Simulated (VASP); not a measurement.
## AlPt: structure and properties in VASP

Aim: relax AlPt with PBEsol, compute its properties on that cell and hold them against experiment. The steps: relaxing cell and atoms (PBEsol), single point with fields (PBEsol), band structure (PBEsol), density of states (PBEsol), bands along the symmetry lines (PBEsol + SOC) and vibrations at Γ (PBEsol). The start is a computed cell from the Materials Project.

Method: PBEsol; plane waves and PAW (Al, Pt), in the first sound run; inputs show where later runs differ, in VASP 6.6.1.

Experimental background.

For PtAl, cubic chiral B20 (FeSi type) (crushed Czochralski-grown single crystal, 300 K), “Analysis of the unconventional chiral fermions in a non-centrosymmetric chiral crystal bf PtAl” (2022, arxiv:2206.01159) gives, by powder XRD, Rietveld refinement: lattice constant a (cubic lattice constant) 4.864 Å [room-temperature value; no uncertainty given].

This is a report of a sequence of runs, with most program output left out.

## (1) The starting structure

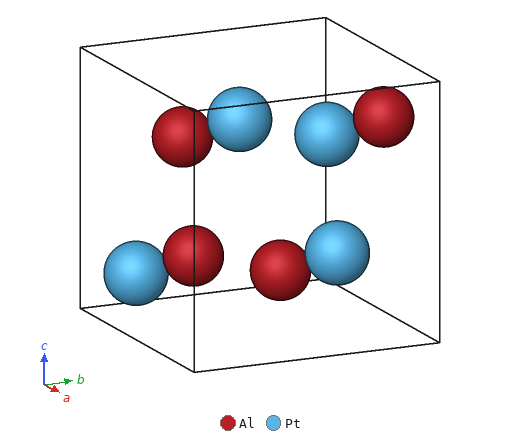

The starting structure, seen from a free direction (aluminium red, platinum blue).

As a file:

```
Al Pt
1.0
     4.87893    0.00000    0.00000
     0.00000    4.87893    0.00000
     0.00000    0.00000    4.87893
Al Pt
4 4
Direct
  0.84403 0.84403 0.84403
  0.65597 0.15597 0.34403
  0.34403 0.65597 0.15597
  0.15597 0.34403 0.65597
  0.15506 0.15506 0.15506
  0.34494 0.84494 0.65506
  0.65506 0.34494 0.84494
  0.84494 0.65506 0.34494
```

## (2) Relaxing cell and atoms (PBEsol)

The start need not lie at this functional's minimum. ISIF = 3 frees volume, shape and positions, and EDIFFG sets the threshold on forces and stress at which the search stops. PBEsol restores the gradient expansion of exchange and is tuned for the cells of solids.

INCAR

```
SYSTEM = AlPt
PREC = Accurate
ENCUT = 400
EDIFF = 1E-06
NELM = 100
ISMEAR = 1
SIGMA = 0.2
LREAL = .FALSE.
ALGO = Normal
GGA = PS
NBANDS = 34
LASPH = .TRUE.
LORBIT = 11
LWAVE = .FALSE.
LCHARG = .FALSE.
KPAR = 4
IBRION = 2
NSW = 60
ISIF = 3
EDIFFG = -0.01
```

POSCAR

```
AlPt
1.0
    4.8789320700      0.0000000000      0.0000000000
    0.0000000000      4.8789320700      0.0000000000
    0.0000000000      0.0000000000      4.8789320700
Al Pt
4 4
Direct
    0.8440321000      0.8440321000      0.8440321000
    0.6559679000      0.1559679000      0.3440321000
    0.3440321000      0.6559679000      0.1559679000
    0.1559679000      0.3440321000      0.6559679000
    0.1550630600      0.1550630600      0.1550630600
    0.3449369400      0.8449369400      0.6550630600
    0.6550630600      0.3449369400      0.8449369400
    0.8449369400      0.6550630600      0.3449369400
```

KPOINTS

```
Automatic mesh
0
Gamma
6 6 6
0 0 0
```

The projector-augmented-wave data sets are Al and Pt (PBE family, release 64).

Run with:

```console
mpirun -np 4 vasp_std
```

Wall time 62 s (4 MPI ranks of AMD EPYC 7R43, shared host); peak memory 0.75 GiB; 4.1 min of CPU time.

The PAW data sets were made with PBE, which is usual practice but a small mismatch for other functionals. The run keeps the 12 symmetry operations of its start, so it cannot find a distortion of lower symmetry.

The steps of the relaxation:

| step | energy less that of the first step (eV) | largest force (eV/Å) | pressure (GPa) | volume (Å³) |
| --- | --- | --- | --- | --- |
| 1 | 0.0000 | 0.0513 | -1.35 | 116.14 |
| 2 | 0.0054 | 0.0363 | 2.33 | 114.09 |
| 3 | -0.0035 | 0.0456 | 0.04 | 115.34 |
| 4 | -0.0038 | 0.0308 | 0.03 | 115.35 |
| 5 | -0.0040 | 0.0144 | 0.02 | 115.35 |
| 6 | -0.0040 | 0.0184 | 0.00 | 115.36 |
| 7 | -0.0041 | 0.0024 | 0.01 | 115.35 |

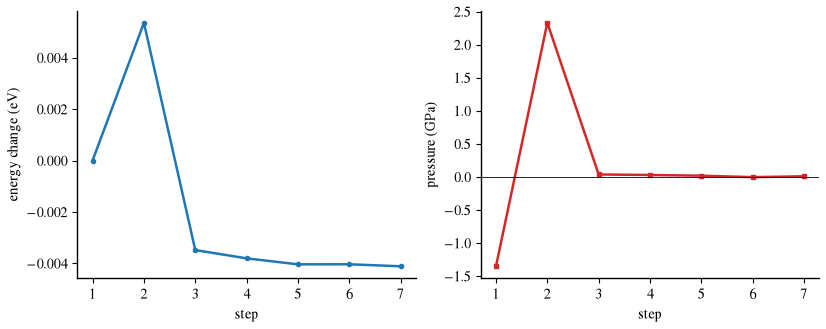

Energy and pressure along the relaxation.

```csv
"conventional cell, symmetrised",before,after,change
a (Å),4.879,4.868,-0.2 %
b (Å),4.879,4.868,-0.2 %
c (Å),4.879,4.868,-0.2 %
volume (Å³/atom),14.52,14.42,-0.7 %
```

The relaxed structure:

```cif
data_structure
_symmetry_space_group_name_H-M 'P 1'
_symmetry_Int_Tables_number 1
_cell_length_a 4.8679
_cell_length_b 4.8679
_cell_length_c 4.8679
_cell_angle_alpha 90.000
_cell_angle_beta 90.000
_cell_angle_gamma 90.000
_cell_volume 115.35
loop_
_atom_site_label
_atom_site_type_symbol
_atom_site_fract_x
_atom_site_fract_y
_atom_site_fract_z
_atom_site_occupancy
Al1 Al 0.84417 0.84417 0.84417 1
Al2 Al 0.65583 0.15583 0.34417 1
Al3 Al 0.34417 0.65583 0.15583 1
Al4 Al 0.15583 0.34417 0.65583 1
Pt5 Pt 0.15419 0.15419 0.15419 1
Pt6 Pt 0.34581 0.84581 0.65419 1
Pt7 Pt 0.65419 0.34581 0.84581 1
Pt8 Pt 0.84581 0.65419 0.34581 1
```

This step gave:

| Property | Result |
| --- | --- |
| electrons | 52 |
| bands | 34 |
| irreducible k-points | 24 |
| symmetry operations | 12 |
| free energy (TOTEN) | -52.6546 eV |
| energy at zero smearing | -52.6551 eV |
| Fermi energy | 10.52 eV |
| pressure | 0.009153 GPa |
| metallic | yes |
| SCF cycles over all ionic steps | 52 |

It ends with a largest force of 0.002 eV/Å and a pressure of 0.01 GPa.

## (3) Single point with fields (PBEsol)

A single point on the relaxed cell gives a clean self-consistent state, with density, ELF and potential written out.

Edit INCAR of step 2 so:

```diff
@@ -14,7 +14,5 @@
 LWAVE = .FALSE.
-LCHARG = .FALSE.
-KPAR = 4
-IBRION = 2
-NSW = 60
-ISIF = 3
-EDIFFG = -0.01
+LCHARG = .TRUE.
+ISIF = 2
+LELF = .TRUE.
+LVHAR = .TRUE.
```

POSCAR

```
AlPt
1.0
    4.8679349866      0.0000000000      0.0000000000
    0.0000000000      4.8679349866      0.0000000000
    0.0000000000      0.0000000000      4.8679349866
Al Pt
4 4
Direct
    0.8441660006      0.8441660006      0.8441660006
    0.6558339994      0.1558339994      0.3441660006
    0.3441660006      0.6558339994      0.1558339994
    0.1558339994      0.3441660006      0.6558339994
    0.1541907813      0.1541907813      0.1541907813
    0.3458092187      0.8458092187      0.6541907813
    0.6541907813      0.3458092187      0.8458092187
    0.8458092187      0.6541907813      0.3458092187
```

KPOINTS is that of step 2.

Run with:

```console
mpirun -np 4 vasp_std
```

The job ended after 16 s (4 MPI ranks; peak memory 0.42 GiB; 60 s of CPU time).

Numbers from this step:

- SCF cycles: 13
- bands: 36
- free energy (TOTEN): -52.6542 eV
- energy at zero smearing: -52.6547 eV
- pressure: -0.001492 GPa

Valence electrons inside each PAW sphere by angular momentum. Sphere charges, by row:

```csv
atom,s (e),p (e),d (e),tot (e)
Al1,0.375,0.39,0,0.764
Al2,0.375,0.39,0,0.764
Al3,0.375,0.39,0,0.764
Al4,0.375,0.39,0,0.764
Pt5,0.679,0.668,8.187,9.534
Pt6,0.679,0.668,8.187,9.534
Pt7,0.679,0.668,8.187,9.534
Pt8,0.679,0.668,8.187,9.534
```

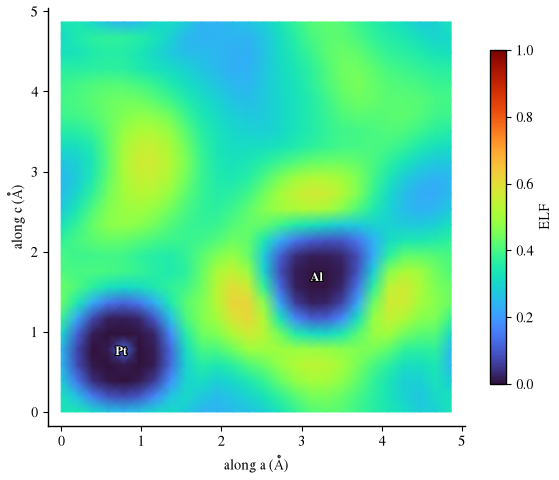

ELF in the ac plane at fractional y = 0.154, with atoms of Al and Pt within 0.2 Å of it. It is the smooth field of the valence electrons, not physical close to the nuclei.

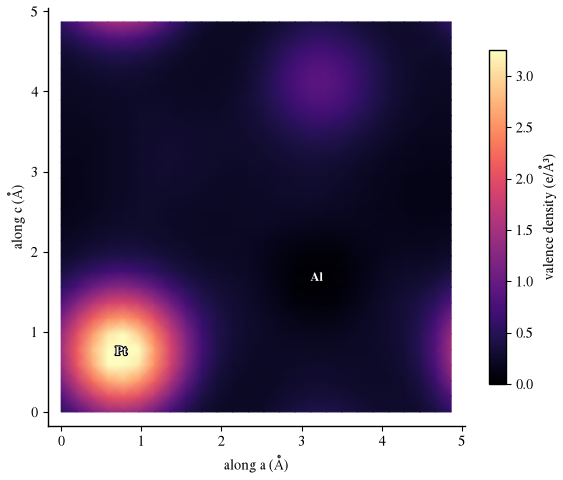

Valence density in the ac plane at fractional y = 0.154, with atoms of Al and Pt within 0.2 Å of it. It is the smooth field of the valence electrons, not physical close to the nuclei.

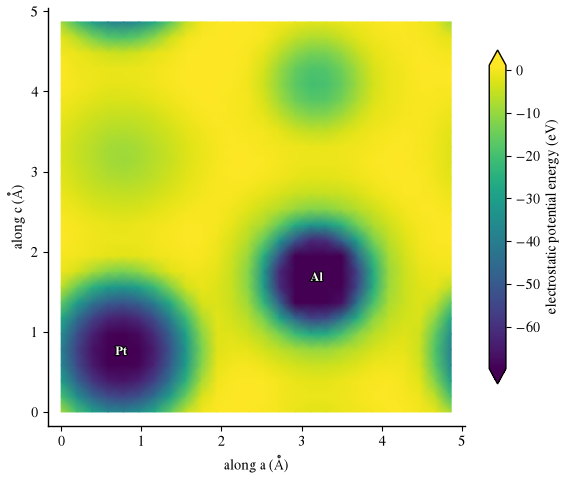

Electrostatic potential energy in the ac plane at fractional y = 0.154, with atoms of Al and Pt within 0.2 Å of it. With pseudopotentials it is smooth inside the atoms' cores, unlike the true potential.

In this run the pressure is 0.00 GPa, small enough to go on.

## (4) Band structure (PBEsol)

Levels along the symmetry lines show where the bands peak and cross; KPOINTS_OPT computes them in the converged potential.

INCAR

```
SYSTEM = AlPt
PREC = Accurate
ENCUT = 400
EDIFF = 1E-06
NELM = 100
ISMEAR = 1
SIGMA = 0.2
LREAL = .FALSE.
ALGO = Normal
GGA = PS
NBANDS = 46
LASPH = .TRUE.
LORBIT = 11
LWAVE = .FALSE.
LCHARG = .FALSE.
KPAR = 4
```

POSCAR is that of step 3.

KPOINTS is that of step 3.

KPOINTS_OPT

```
Line mode
12
Line-mode
Reciprocal
  0.00000000   0.00000000   0.00000000 GAMMA
  0.00000000   0.50000000   0.00000000 X

  0.00000000   0.50000000   0.00000000 X
  0.50000000   0.50000000   0.00000000 M

  0.50000000   0.50000000   0.00000000 M
  0.00000000   0.00000000   0.00000000 GAMMA

  0.00000000   0.00000000   0.00000000 GAMMA
  0.50000000   0.50000000   0.50000000 R

  0.50000000   0.50000000   0.50000000 R
  0.00000000   0.50000000   0.00000000 X

  0.50000000   0.50000000   0.00000000 M
  0.50000000   0.50000000   0.50000000 R
```

Run with:

```console
mpirun -np 4 vasp_std
```

Elapsed: 45 s, on 4 MPI ranks; peak memory 0.91 GiB.

Spin-orbit coupling is off here; with elements this heavy it splits and shifts levels by tenths of an eV or more.

This step gave:

| Quantity | Value |
| --- | --- |
| bands | 46 |
| pressure | 0.002033 GPa |

The electronic bands at the labelled points (eV, zero at the Fermi level; # counts the bands kept):

```
    point    #23    #24    #25    #26    #27    #28   #29   #30
        Γ  -1.78  -1.78  -0.24  -0.24  -0.24   4.19  4.19  4.19
        X  -1.54  -1.54  -0.73  -0.73   1.20   1.20  2.70  2.70
        M  -2.23  -2.23   0.32   0.32   1.28   1.28  2.77  2.77
        Γ  -1.78  -1.78  -0.24  -0.24  -0.24   4.19  4.19  4.19
        R  -2.54  -2.54  -0.84  -0.84  -0.84  -0.84  6.49  6.49
        X  -1.54  -1.54  -0.73  -0.73   1.20   1.20  2.70  2.70
jump to M  -2.23  -2.23   0.32   0.32   1.28   1.28  2.77  2.77
        R  -2.54  -2.54  -0.84  -0.84  -0.84  -0.84  6.49  6.49
```

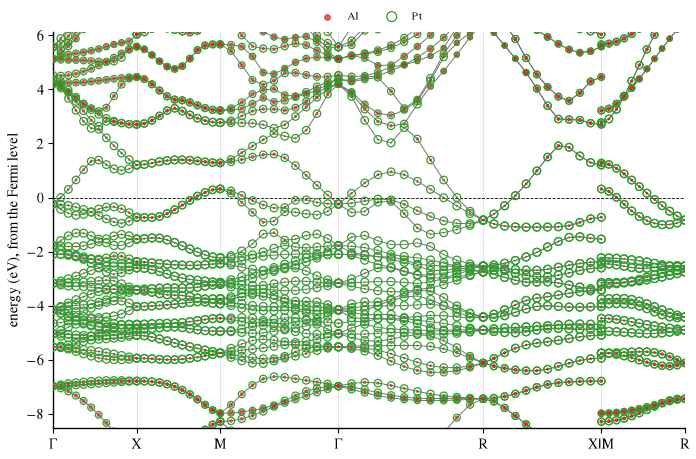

Electronic bands along the path; dots are coloured as in the legend, and their area grows with the weight.

There is no gap at this level.

## (5) Density of states (PBEsol)

Here the states are counted by energy and projected on the atoms. The mesh is finer than in the run before.

Edit INCAR of step 4 so:

```diff
@@ -5,3 +5,3 @@
 NELM = 100
-ISMEAR = 1
+ISMEAR = -5
 SIGMA = 0.2
@@ -16 +16,2 @@
 KPAR = 4
+NEDOS = 2001
```

POSCAR is that of step 4.

KPOINTS

```
Automatic mesh
0
Gamma
8 8 8
0 0 0
```

Run with:

```console
mpirun -np 4 vasp_std
```

It took 32 s on 4 MPI ranks; peak memory 0.92 GiB.

With tetrahedra the forces and stress of a metal are not exact derivatives of the energy.

Numbers from this step:

```yaml
irreducible_k_points: 45
free_energy_toten: -52.6467 eV
fermi_energy: 10.43 eV
pressure: -0.1049 GPa
dos_at_the_fermi_level: 0.9840 states/eV/cell
```

The density of states has structure finer than the step of the table below, so its rows give means over 1 eV, whole bins alone (the curve runs from -12.0 to 4.15 eV). Peaks (eV: height): total -4.9: 19.3, -4.7: 17.0, -4.6: 19.1, -3.8: 14.8; Pt d -4.9: 14.3, -4.7: 12.9, -4.6: 14.4, -3.8: 11.1; Pt p -4.9: 0.629, -4.6: 0.727, -3.8: 0.662, -0.3: 0.692; Al p -4.9: 0.508, -4.6: 0.445, -3.8: 0.462, 3.3: 0.422; Pt s -6.0: 0.734, 2.3: 0.694, 3.0: 0.772, 3.3: 0.860.

States under -12.0 eV and over 4.2 eV are left out. Density of states against energy, zero at the Fermi level; means over each step; values in states/eV/cell:

```csv
energy (eV),total,Pt d,Pt p,Al p,Pt s,Al s
-11,0.233,7.9e-4,0.00359,0.00134,0.0850,0.0381
-10,0.752,0.0122,0.0288,0.0110,0.249,0.118
-9,1.24,0.0706,0.0724,0.0315,0.348,0.177
-8,1.90,0.288,0.135,0.0587,0.378,0.259
-7,3.87,1.42,0.207,0.104,0.357,0.462
-6,4.36,2.21,0.173,0.204,0.417,0.150
-5,10.3,7.40,0.347,0.312,0.254,0.0728
-4,8.14,6.10,0.352,0.229,0.0880,0.0363
-3,9.79,7.72,0.371,0.212,0.132,0.0595
-2,6.41,4.96,0.333,0.131,0.141,0.0417
-1,3.22,1.82,0.365,0.157,0.172,0.0457
0,1.95,0.847,0.327,0.122,0.0949,0.0408
1,1.78,0.777,0.224,0.129,0.122,0.0506
2,1.81,0.650,0.209,0.113,0.274,0.0614
3,3.02,0.879,0.256,0.173,0.479,0.224
```

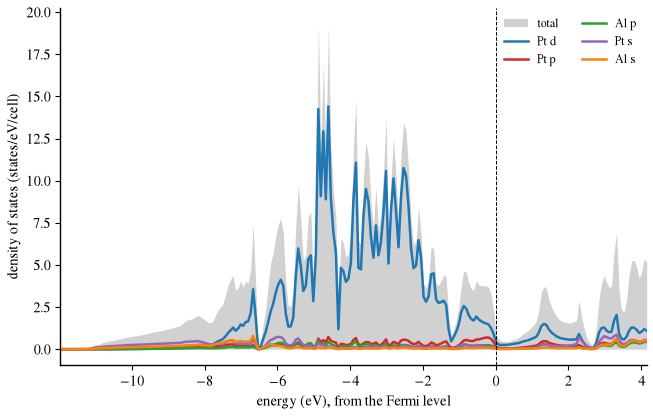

Density of states, plotted against energy.

The finer mesh and the other smearing move the Fermi level by -0.10 eV from the 6×6×6 run, one measure of the sampling error in the zero of the bands above. Of the states within 0.3 eV of the Fermi level, the largest shares in the PAW spheres are Pt d 42 %, Pt p 18 % and Al p 7 %. The rest lies in smaller channels or between the spheres.

## (6) Bands along the symmetry lines (PBEsol + SOC)

This step: PBEsol, spin-orbit coupling; plane waves and PAW (Al, Pt) (VASP 6.6.1).

The mesh alone shows little of the dispersion and can miss band extrema, so KPOINTS_OPT adds a path through the symmetry points after the self-consistent cycle. Spin-orbit coupling needs spinors and the noncollinear program, where each band holds one electron.

INCAR

```
SYSTEM = AlPt
PREC = Accurate
ENCUT = 400
EDIFF = 1E-06
NELM = 100
ISMEAR = 1
SIGMA = 0.2
LREAL = .FALSE.
ALGO = Normal
GGA = PS
LNONCOLLINEAR = .TRUE.
MAGMOM = 0 0 0 0 0 0 0 0 0 0 0 0 0 0 0 0 0 0 0 0 0 0 0 0
NBANDS = 68
GGA_COMPAT = .FALSE.
LASPH = .TRUE.
LSORBIT = .TRUE.
LMAXMIX = 4
LORBIT = 11
LWAVE = .FALSE.
LCHARG = .FALSE.
KPAR = 4
```

POSCAR is that of step 5.

KPOINTS

```
Automatic mesh
0
Gamma
5 5 5
0 0 0
```

KPOINTS_OPT is that of step 4.

Run with:

```console
mpirun -np 4 vasp_ncl
```

The job ended after 2.3 min (4 MPI ranks; peak memory 1.6 GiB; 9.2 min of CPU time).

The k-mesh is coarse for a metal.

Numbers from this step:

```
SCF cycles              : 14
bands                   : 68
irreducible k-points    : 15
free energy (TOTEN)     : -53.9204 eV
energy at zero smearing : -53.9207 eV
Fermi energy            : 10.52 eV
pressure                : -0.1843 GPa
```

On-site spin-orbit energy by atom:

| atom | on-site spin-orbit energy (eV) |
| --- | --- |
| Al1 | 0.000 |
| Al2 | 0.000 |
| Al3 | 0.000 |
| Al4 | 0.000 |
| Pt5 | -0.640 |
| Pt6 | -0.640 |
| Pt7 | -0.640 |
| Pt8 | -0.640 |

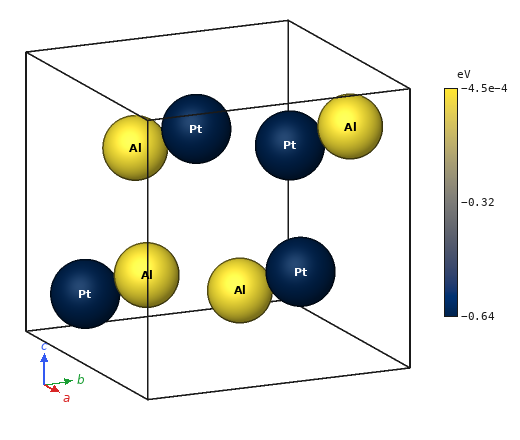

Atoms coloured by on-site spin-orbit energy.

Electronic bands along the path, in eV, zero at the Fermi level; # counts the bands kept:

| point | #49 | #50 | #51 | #52 | #53 | #54 | #55 | #56 |
| --- | --- | --- | --- | --- | --- | --- | --- | --- |
| Γ | -0.35 | -0.35 | -0.14 | -0.14 | -0.14 | -0.14 | 4.11 | 4.11 |
| X | -0.86 | -0.86 | -0.56 | -0.56 | 1.17 | 1.17 | 1.29 | 1.29 |
| M | 0.27 | 0.27 | 0.27 | 0.27 | 1.27 | 1.27 | 1.27 | 1.27 |
| Γ | -0.35 | -0.35 | -0.14 | -0.14 | -0.14 | -0.14 | 4.11 | 4.11 |
| R | -0.94 | -0.94 | -0.69 | -0.69 | -0.69 | -0.69 | -0.69 | -0.69 |
| X | -0.86 | -0.86 | -0.56 | -0.56 | 1.17 | 1.17 | 1.29 | 1.29 |
| jump to M | 0.27 | 0.27 | 0.27 | 0.27 | 1.27 | 1.27 | 1.27 | 1.27 |
| R | -0.94 | -0.94 | -0.69 | -0.69 | -0.69 | -0.69 | -0.69 | -0.69 |

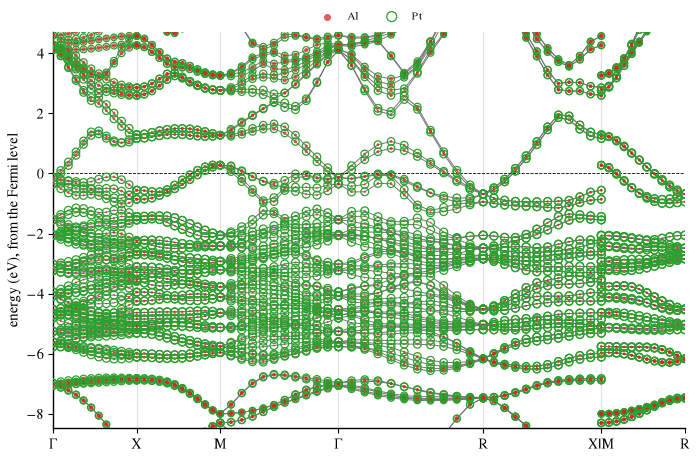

Electronic bands along the path; dots are coloured as in the legend, and their area grows with the weight.

There is no gap at this level.

Of the bands kept, 8 cross the Fermi level on this path (spinor bands, one electron each).

## (7) Vibrations at Γ (PBEsol)

This step: PBEsol; plane waves and PAW (Al, Pt) (VASP 6.6.1).

Zone-centre modes test whether the atoms sit at a minimum within this cell. IBRION = 8 takes the force constants from linear response, which needs tightly converged orbitals.

INCAR

```
SYSTEM = AlPt
PREC = Accurate
ENCUT = 400
EDIFF = 1E-08
NELM = 100
ISMEAR = 1
SIGMA = 0.2
LREAL = .FALSE.
ALGO = Normal
GGA = PS
NBANDS = 34
LASPH = .TRUE.
LORBIT = 11
LWAVE = .FALSE.
LCHARG = .FALSE.
KPAR = 4
IBRION = 8
ISIF = 2
```

POSCAR is that of step 6.

KPOINTS

```
Automatic mesh
0
Gamma
6 6 6
0 0 0
```

Run with:

```console
mpirun -np 4 vasp_std
```

The job ended after 3.4 min (4 MPI ranks; peak memory 2.5 GiB).

Energies printed during the response cycles are not total energies of the cell.

This step gave:

* bands: 34
* irreducible k-points: 24
* pressure of the cell: 0.002274 GPa
* largest force of the cell: 0.001116 eV/Å

The modes at Γ (shares of kinetic energy by element, %):

```csv
mode,frequency (cm⁻¹),symmetry,Al %,Pt %
1,0.0,acoustic,12,88
2,0.0,acoustic,12,88
3,0.0,acoustic,12,88
4,98.4,A,0,100
5,106.5,E,5,95
6,106.5,E,5,95
7,107.0,T,5,95
8,107.0,T,5,95
9,107.0,T,5,95
10,120.3,T,3,97
11,120.3,T,3,97
12,120.3,T,3,97
13,255.3,T,88,12
14,255.3,T,88,12
15,255.3,T,88,12
16,266.9,E,95,5
17,266.9,E,95,5
18,306.1,A,100,0
19,306.2,T,96,4
20,306.2,T,96,4
21,306.2,T,96,4
22,345.5,T,95,5
23,345.5,T,95,5
24,345.5,T,95,5
```

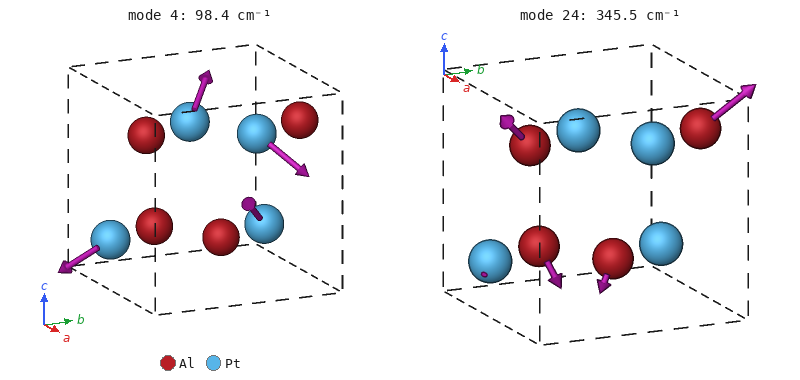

Displacement patterns of modes 4 and 24 at Γ; arrows are exaggerated.

The three acoustic modes come out at zero, and all others are real. By the characters of their eigenvectors the optical modes sort into (cm⁻¹) Raman active: A 98, E 107, T 107, T 120, T 255, E 267, A 306, T 306, T 345; infrared active: T 107, T 120, T 255, T 306, T 345.

## (8) Results

```json
{
  "relaxed volume": "14.42 Å³/atom",
  "relaxed conventional cell a, b, c": "4.868, 4.868, 4.868 Å",
  "space group after relaxing, within 0.02 Å": "P2_13 (No. 198)",
  "band gap": "none, a metal",
  "DOS at the Fermi level": "0.984 states/eV/cell",
  "band gap (PBEsol + SOC)": "none, a metal",
  "highest zone-centre mode": "345 cm⁻¹"
}
```

In words: With PBEsol, AlPt relaxes to 14.42 Å³/atom in space group P2_13 (held by the symmetry of the run) and comes out as a metal. Band structure (PBEsol): Of the bands kept, 4 cross the Fermi level on this path. Bands along the symmetry lines (PBEsol + SOC): Of the bands kept, 8 cross the Fermi level on this path (spinor bands, one electron each). Vibrations at Γ (PBEsol): The highest mode in this list at Γ, 345.5 cm⁻¹, is mostly motion of Al (95 % of the kinetic energy). Modes at Γ alone can't show that the crystal is stable at other wave vectors. No search among competing phases was made, and a listed structure need not be the one stable at ambient conditions. All values are for a static lattice at zero temperature.

Comparison with the measured values:

```
              quantity  measured          PBEsol
lattice constant a (Å)     4.864  4.868 (+0.1 %)
```

Measured values from arxiv:2206.01159 (2022).

How well it matches: The lattice constant a is off by +0.1 %: good agreement. The grades are ours: good and fair within 0.7 and 1.5 % for the lattice constant a. Zero-point motion and thermal expansion (measured at up to 300 K) are not in the computed lattice constants.

[Lines on the potential files, build, host, timing and source positions are cut from VASP's logs without a mark.]

[Logs are printed without paths, hosts, clocks, repeated set-up lines and the standing remarks that a program may print on its own settings, such as how far it seeks lower states.]

[Hosts, paths, dates, database ids (printed as entryN), source tags and the programs' standing remarks are cut or masked in the printed files.]

[A measured line is paired with the nearest computed mode of its activity, which favours agreement.]
